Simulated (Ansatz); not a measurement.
## Electronic structure of F2H2Si···Cl···H in real space

```yaml
atoms:
  - { symbol: Si, position_ang: [-0.4047, 0.2374, 0.1234] }
  - { symbol: Cl, position_ang: [1.9420, 0.4991, -0.4046] }
  - { symbol: F, position_ang: [-0.7955, 0.8758, -1.2607] }
  - { symbol: F, position_ang: [-1.7494, -0.5277, 0.5289] }
  - { symbol: H, position_ang: [-0.1511, 1.0562, 1.3042] }
  - { symbol: H, position_ang: [0.9744, -0.8305, -0.2314] }
  - { symbol: H, position_ang: [0.1846, -1.3102, -0.0598] }
```

A transition-state structure; geometry: PBE0-D4/def2-TZVP.

Method: RKS PBE0-D4/def2-TZVPP in Ansatz 0.2.0.

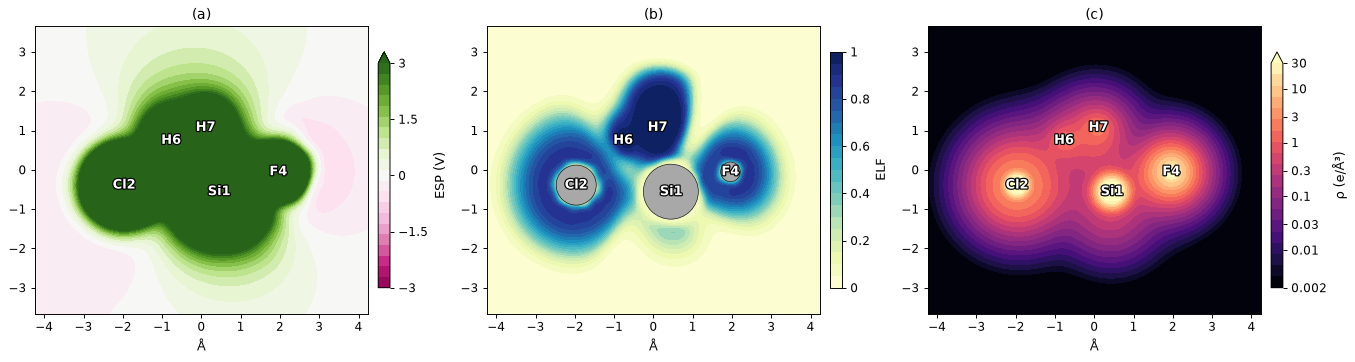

Figure 1. (a) molecular electrostatic potential; (b) ELF; (c) electron density on the plane of atoms F4, Si1 and H7. Grey discs cover the atomic cores in the ELF map.

Describe what can be read from this map.

Answer.
- The section cuts through Si, Cl, F and H sites.
- H6···H7 (0.94 Å): the density falls to about 1.1 e/Å³ on the way; the ELF is about 1 at the midpoint.
- Si–F (1.60 Å): ρ is about 1.2 e/Å³ halfway; the ELF peaks at about 0.85 in the valence shell of F, 0.6 Å from its nucleus, and is about 0.55 at the midpoint.
- Cl–H (1.65 Å): ρ is about 1.2 e/Å³ halfway; the ELF climbs to about 0.90 towards the hydrogen, as it does in any bond to H.
- The ELF also peaks beside F4, away from the bonds: lone-pair regions.
- Outside the dense part of the complex the potential is most negative (−0.7 V) near F4.

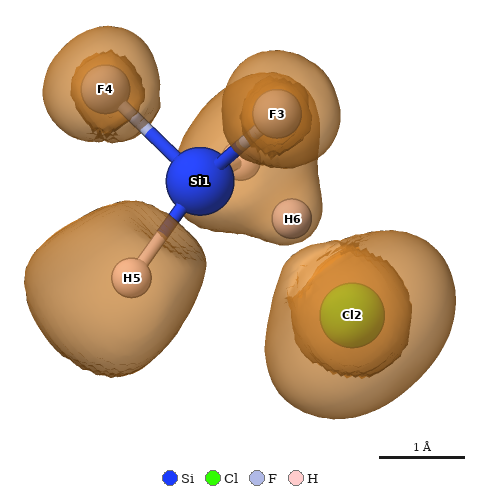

Figure 2. Isosurface of the electron localisation function at 0.8 (orange), seen at an oblique angle. Only the valence region is drawn (cores and ρ < 0.01 e/Å³ removed).

Where are the electrons localised?

Answer. The ELF exceeds this value in one region around a hydrogen nucleus, one region wrapped around Cl (its valence shell), two regions wrapped around F (the valence shell of each) and one joined region spread over several atoms (H, Si), in which their bonds and any lone pairs are merged. Along the contacts the grid gives the following. Si–F (1.57 Å): the ELF peaks at about 0.85 in the valence shell of F, 0.6 Å from its nucleus, and is about 0.55 at the midpoint.

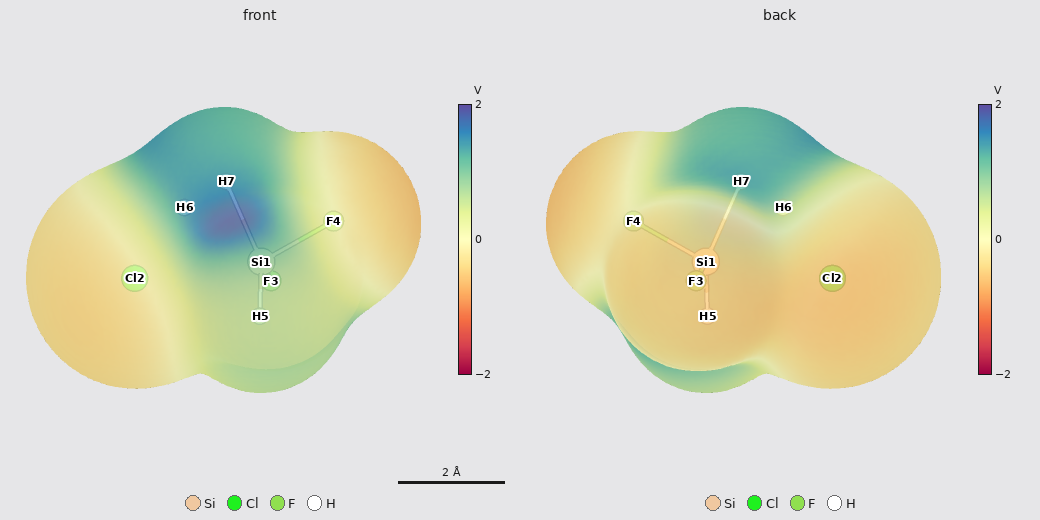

Figure 3. The electrostatic potential painted on the density surface at 0.001 e/bohr³, seen from the front and from behind; red is negative and blue positive.

Describe the electrostatic potential map.

Answer. The most negative region (about −0.6 V) lies over Cl2, F3 and F4, the most positive (about +1.8 V) over Si1.
